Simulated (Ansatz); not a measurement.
Run report: C2H5NO, nudged elastic band

The run: nudged elastic band of C2H5NO. Method and program: RKS B3LYP-D4/def2-SVP (Ansatz 0.2.0).

It belongs to a series of runs on one base structure; here: band between the two ends. Figures and captions count atoms from 1; the log counts them from 0 in places.

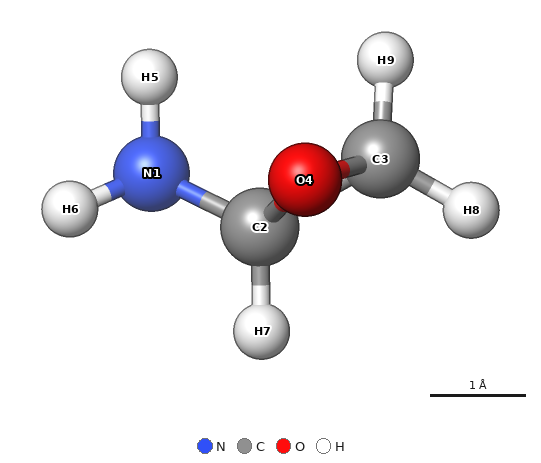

*The input geometry (ball-and-stick view, seen at a tilt; atoms are numbered from 1 in the order of the input).*

Bond lengths as drawn: C–C 1.46 Å, C–H 1.10 Å, C–N 1.41 Å, C–O 1.43 to 1.44 Å and H–N 1.02 Å.

Key numbers:

```tsv
quantity	value
outcome	converged
barrier, forward	0.177 eV
barrier, backward	0.039 eV
hardware	1 thread of Arm Neoverse V1, 24 GiB of memory available, shared host
wall time	2.8 min
peak memory	0.15 GiB
```

Notes:

The order of the saddle point was not checked.

The input:
```yaml
crystal:
  periodic: [false, false, false]
  atoms:
    - { symbol: "N", position_ang: [-0.927482, 0.939702, -0.379907] }
    - { symbol: C, position_ang: [0.23756, 0.393194, 0.202075] }
    - { symbol: C, position_ang: [0.394612, -1.044187, 0.423479] }
    - { symbol: O, position_ang: [1.156165, -0.379848, -0.587364] }
    - { symbol: H, position_ang: [-1.355706, 0.295799, -1.043825] }
    - { symbol: H, position_ang: [-0.722283, 1.807616, -0.874315] }
    - { symbol: H, position_ang: [0.732065, 1.089998, 0.893004] }
    - { symbol: H, position_ang: [0.960386, -1.419332, 1.287904] }
    - { symbol: H, position_ang: [-0.386917, -1.729141, 0.061849] }
basis:
  gaussian: { orbitals: def2-SVP }
hamiltonian:
  xc: b3lyp
  dispersion: d4
neb:
  order_check: false
  images: 5
  f_tol: 0.05
  max_iterations: 60
  initial_path: idpp
  final_atoms:
    - { symbol: "N", position_ang: [-0.62583843, 1.02333063, -0.75369236] }
    - { symbol: C, position_ang: [0.34696229, 0.39878546, 0.07207289] }
    - { symbol: C, position_ang: [0.35267656, -1.02581075, 0.4670911] }
    - { symbol: O, position_ang: [1.20300813, -0.51630504, -0.56803366] }
    - { symbol: H, position_ang: [-1.19987626, 0.34743334, -1.25524439] }
    - { symbol: H, position_ang: [-1.23144803, 1.64520408, -0.2211555] }
    - { symbol: H, position_ang: [0.84533436, 1.12354275, 0.73500247] }
    - { symbol: H, position_ang: [0.86398534, -1.36599935, 1.37925098] }
    - { symbol: H, position_ang: [-0.46640395, -1.67638012, 0.12760847] }
```

Launched with:
```bash
ansatz run input.yaml --threads 1 --pin off --max-ram 2048MiB --backend cpu --events-out ev --progress --plain --runs-dir out
```

The program's output:
```
Engine: ansatz 0.2.0, aarch64-unknown-linux-gnu
Functional definition: B3LYP
  parameter a0 = 0.2
  parameter ax = 0.72
  parameter ac = 0.81
  exchange = (1 - a0 - ax)*slater_x + ax*b88_x + a0*exact_x
  correlation = (1 - ac)*vwn_rpa_c + ac*lyp_c
911 factors; integrals over basis functions are off by at most 2.4e-4 eV
mean field evaluation 1: about -5681.2085 eV, gradient 5.2e1 eV
mean field evaluation 2: about -5678.5476 eV, gradient 6.4e1 eV
mean field evaluation 4: about -5686.9195 eV, gradient 3.4e0 eV
mean field evaluation 8: about -5686.9384 eV, gradient 2.7e-2 eV
mean field -5686.93841132 eV, -208.9911318709 hartree, gradient 5.1e-5 eV, S^2 0.000000; 0 other end points of the search recorded, 0 dependent functions left out
the calculation of the forces begins
reference -5686.93860942 eV, -208.9911391506 hartree; 16, 16 occupied and 65, 65 virtual orbitals, 911 factors
911 factors; integrals over basis functions are off by at most 6.5e-4 eV
mean field evaluation 16: about -5677.6208 eV, gradient 6.6e1 eV
mean field -5686.80193629 eV, -208.9861165059 hartree, gradient 5.2e-5 eV, S^2 0.000000; 0 other end points of the search recorded, 0 dependent functions left out
[... from here on the field's lines of each further geometry are left out, up to the last ...]
NEB iter   1: max|band force component| = 8.592e-1 eV/Å  barrier→ = 0.2363 eV  barrier← = 0.0990 eV  Δτ_max = 0.0410 Å  (165 SCF iters)
NEB iter   2: max|band force component| = 2.277e-1 eV/Å  barrier→ = 0.1965 eV  barrier← = 0.0591 eV  CI = image 3  Δτ_max = 0.0750 Å  (121 SCF iters)
NEB iter   3: max|band force component| = 2.570e-1 eV/Å  barrier→ = 0.1957 eV  barrier← = 0.0583 eV  CI = image 3  Δτ_max = 0.0294 Å  (120 SCF iters)
NEB iter   4: max|band force component| = 1.743e-1 eV/Å  barrier→ = 0.1926 eV  barrier← = 0.0553 eV  CI = image 3  Δτ_max = 0.0378 Å  (120 SCF iters)
NEB iter   5: max|band force component| = 7.393e-2 eV/Å  barrier→ = 0.1894 eV  barrier← = 0.0521 eV  CI = image 3  Δτ_max = 0.0755 Å  (120 SCF iters)
NEB iter   6: max|band force component| = 1.002e-1 eV/Å  barrier→ = 0.1842 eV  barrier← = 0.0469 eV  CI = image 3  Δτ_max = 0.0378 Å  (121 SCF iters)
NEB iter   7: max|band force component| = 6.518e-2 eV/Å  barrier→ = 0.1821 eV  barrier← = 0.0448 eV  CI = image 3  Δτ_max = 0.0378 Å  (120 SCF iters)
NEB iter   8: max|band force component| = 6.596e-2 eV/Å  barrier→ = 0.1803 eV  barrier← = 0.0430 eV  CI = image 3  Δτ_max = 0.0754 Å  (121 SCF iters)
NEB iter   9: max|band force component| = 4.783e-2 eV/Å  barrier→ = 0.1777 eV  barrier← = 0.0404 eV  CI = image 3  Δτ_max = 0.0754 Å  (118 SCF iters)
NEB iter  10: max|band force component| = 2.683e-1 eV/Å  barrier→ = 0.1771 eV  barrier← = 0.0398 eV  CI = image 3  Δτ_max = 0.0378 Å  (25 SCF iters)
NEB iter  11: max|band force component| = 1.715e-1 eV/Å  barrier→ = 0.1773 eV  barrier← = 0.0400 eV  CI = image 3  Δτ_max = 0.0449 Å  (122 SCF iters)
NEB iter  12: max|band force component| = 5.156e-2 eV/Å  barrier→ = 0.1766 eV  barrier← = 0.0393 eV  CI = image 3  Δτ_max = 0.0119 Å  (120 SCF iters)
the calculation of the forces begins
reference -5686.79380637 eV, -208.9858177369 hartree; 16, 16 occupied and 65, 65 virtual orbitals, 911 factors
911 factors; integrals over basis functions are off by at most 2.9e-4 eV
mean field evaluation 448: about -5677.6372 eV, gradient 6.7e1 eV
mean field -5686.76260447 eV, -208.9846710882 hartree, gradient 3.9e-5 eV, S^2 0.000000; 1 other end points of the search recorded, 0 dependent functions left out
the calculation of the forces begins
reference -5686.76279753 eV, -208.9846781831 hartree; 16, 16 occupied and 65, 65 virtual orbitals, 911 factors
NEB iter  13: max|band force component| = 7.766e-3 eV/Å  barrier→ = 0.1766 eV  barrier← = 0.0393 eV  CI = image 3  Δτ_max = 0.0000 Å  (243 SCF iters)
```

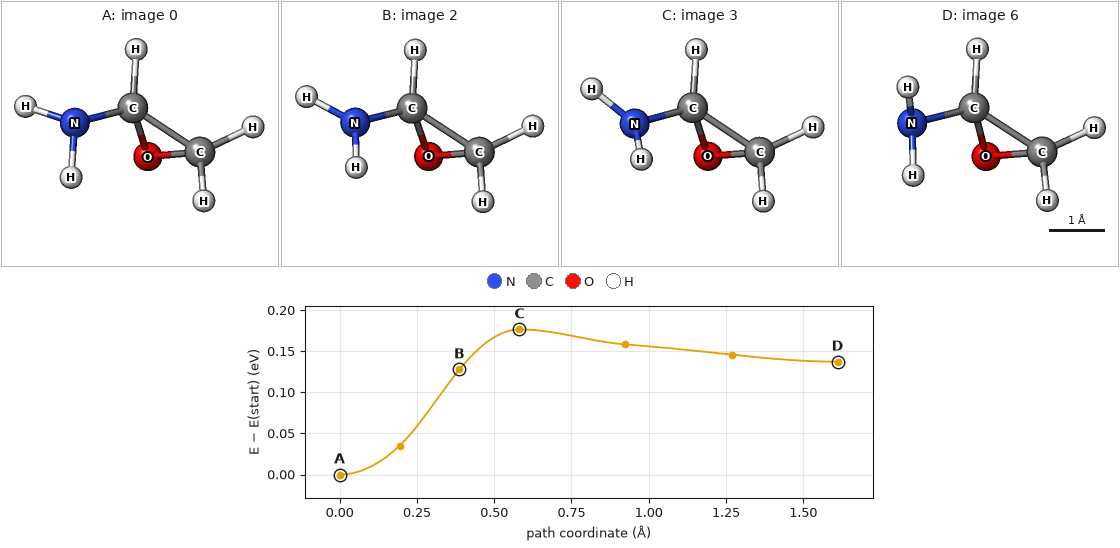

*Images of the last band (counted from 0; ball-and-stick, seen at a tilt) above the energy along the path; the line is a cubic interpolation that uses the forces.*

The highest image is number 3, 0.177 eV above the start and 0.039 eV above the end (the climbing image); the end lies 0.137 eV above the start. The path is 1.61 Å long. The band converged in 13 iterations.

```
Total energy: -5686.95951145 eV, -208.9919072862 hartree
Atom 0 at    -0.710779     0.892640    -0.692213 Å, force     0.004271     0.004484     0.005203 eV/Å
Atom 1 at     0.298606     0.373997     0.117624 Å, force    -0.003919    -0.003805    -0.000893 eV/Å
Atom 2 at     0.371964    -1.048107     0.462878 Å, force    -0.000939    -0.001773     0.004495 eV/Å
Atom 3 at     1.300984    -0.494032    -0.458164 Å, force     0.005972     0.000765    -0.004550 eV/Å
Atom 4 at    -1.535094     0.348229    -0.898182 Å, force     0.000091     0.001321    -0.000975 eV/Å
Atom 5 at    -0.773851     1.888903    -0.834282 Å, force    -0.002441    -0.000668    -0.002996 eV/Å
Atom 6 at     0.737821     1.102044     0.814650 Å, force    -0.002777     0.000500    -0.001174 eV/Å
Atom 7 at     0.772760    -1.373032     1.434835 Å, force     0.000748    -0.001500    -0.000228 eV/Å
Atom 8 at    -0.374012    -1.736842     0.035753 Å, force    -0.001005     0.000676     0.001117 eV/Å
Dipole moment:    -0.504661     0.198359     0.223277 e Å
this run last wrote the band of iteration 13 to [file]; this run last wrote the band within `neb.f_tol` of iteration 9 to [file]
```

The last band as extended XYZ (Å, eV, eV/Å):
```
9
Properties=species:S:1:pos:R:3:forces:R:3 image=0 energy=-5687.13593
N    -0.9275    0.9397   -0.3799    0.0008   0.0009  -0.0053
C     0.2376    0.3932    0.2021   -0.0142   0.0003   0.0027
C     0.3946   -1.0442    0.4235    0.0074   0.0047  -0.0052
O     1.1562   -0.3798   -0.5874   -0.0024  -0.0047   0.0010
H    -1.3557    0.2958   -1.0438    0.0038  -0.0003   0.0069
H    -0.7223    1.8076   -0.8743    0.0020   0.0010  -0.0014
H     0.7321    1.0900    0.8930    0.0014  -0.0006   0.0006
H     0.9604   -1.4193    1.2879   -0.0008  -0.0025  -0.0003
H    -0.3869   -1.7291    0.0618    0.0021   0.0013   0.0009
9
Properties=species:S:1:pos:R:3:forces:R:3 image=1 energy=-5687.10089
N    -0.8752    0.9387   -0.4339   -0.1276   0.0436   0.1902
C     0.2651    0.3872    0.1696   -0.0414   0.0166   0.0535
C     0.3939   -1.0455    0.4323   -0.0109   0.0086   0.0038
O     1.2226   -0.4237   -0.5484   -0.0997   0.0467  -0.0611
H    -1.4465    0.3073   -0.9854    0.1408  -0.0261  -0.1110
H    -0.7383    1.8338   -0.8941    0.0920  -0.0824  -0.1023
H     0.7523    1.0918    0.8568    0.0118  -0.0051   0.0363
H     0.8814   -1.4017    1.3517    0.0700  -0.0134  -0.0485
H    -0.3669   -1.7341    0.0343   -0.0351   0.0116   0.0391
9
Properties=species:S:1:pos:R:3:forces:R:3 image=2 energy=-5687.00804
N    -0.7965    0.9180   -0.5472   -0.1746   0.0686   0.3080
C     0.2862    0.3793    0.1403   -0.0193   0.0074   0.0540
C     0.3871   -1.0476    0.4469   -0.0009   0.0059  -0.0015
O     1.2732   -0.4662   -0.5038   -0.0648   0.0249  -0.0630
H    -1.5080    0.3234   -0.9443    0.1012  -0.0526  -0.1630
H    -0.7616    1.8734   -0.8707    0.0944  -0.0416  -0.1595
H     0.7512    1.0965    0.8301    0.0325  -0.0089   0.0303
H     0.8224   -1.3863    1.3990    0.0506  -0.0130  -0.0311
H    -0.3655   -1.7367    0.0326   -0.0191   0.0093   0.0258
9
Properties=species:S:1:pos:R:3:forces:R:3 image=3 energy=-5686.95932
N    -0.7108    0.8926   -0.6922    0.0043   0.0045   0.0052
C     0.2986    0.3740    0.1176   -0.0039  -0.0038  -0.0009
C     0.3720   -1.0481    0.4629   -0.0009  -0.0018   0.0045
O     1.3010   -0.4940   -0.4582    0.0060   0.0008  -0.0046
H    -1.5351    0.3482   -0.8982    0.0001   0.0013  -0.0010
H    -0.7739    1.8889   -0.8343   -0.0024  -0.0007  -0.0030
H     0.7378    1.1020    0.8146   -0.0028   0.0005  -0.0012
H     0.7728   -1.3730    1.4348    0.0007  -0.0015  -0.0002
H    -0.3740   -1.7368    0.0358   -0.0010   0.0007   0.0011
9
Properties=species:S:1:pos:R:3:forces:R:3 image=4 energy=-5686.97752
N    -0.6137    0.9097   -0.8335    0.0080   0.0037  -0.0118
C     0.3278    0.3671    0.0705    0.0044   0.0016  -0.0062
C     0.3349   -1.0398    0.4954   -0.0033  -0.0032   0.0010
O     1.2890   -0.5524   -0.4444   -0.0022  -0.0036   0.0015
H    -1.4407    0.3407   -0.9867    0.0051  -0.0015  -0.0054
H    -0.8700    1.8692   -0.6319   -0.0124  -0.0019   0.0185
H     0.7640    1.1180    0.7451    0.0031   0.0017  -0.0032
H     0.7251   -1.3376    1.4801   -0.0007   0.0031   0.0022
H    -0.4280   -1.7211    0.0882   -0.0019   0.0003   0.0033
9
Properties=species:S:1:pos:R:3:forces:R:3 image=5 energy=-5686.99004
N    -0.5638    0.9559   -0.8545    0.0046   0.0061  -0.0017
C     0.3510    0.3694    0.0556    0.0027   0.0006  -0.0009
C     0.2980   -1.0253    0.5308   -0.0028   0.0017   0.0029
O     1.2361   -0.6052   -0.4635   -0.0052  -0.0044  -0.0039
H    -1.2980    0.3235   -1.1644    0.0152  -0.0029  -0.0194
H    -0.9770    1.8113   -0.4950   -0.0168  -0.0072   0.0193
H     0.8303    1.1218    0.6999    0.0068   0.0006  -0.0044
H     0.7215   -1.3172    1.5031    0.0027   0.0013   0.0002
H    -0.5097   -1.6803    0.1708   -0.0071   0.0043   0.0078
9
Properties=species:S:1:pos:R:3:forces:R:3 image=6 energy=-5686.99861
N    -0.5773    1.0130   -0.8054   -0.0040  -0.0004   0.0037
C     0.3623    0.3880    0.0576    0.0015  -0.0009   0.0008
C     0.3072   -1.0166    0.5156    0.0011  -0.0040  -0.0048
O     1.1865   -0.5882   -0.5320   -0.0022   0.0016   0.0015
H    -1.1736    0.3387   -1.2825    0.0017  -0.0022  -0.0012
H    -1.1621    1.6817   -0.3076    0.0037  -0.0019   0.0013
H     0.8834    1.1214    0.6930    0.0003  -0.0021  -0.0011
H     0.7963   -1.3355    1.4474   -0.0017   0.0065   0.0013
H    -0.5343   -1.6486    0.1967   -0.0004   0.0034  -0.0015
```
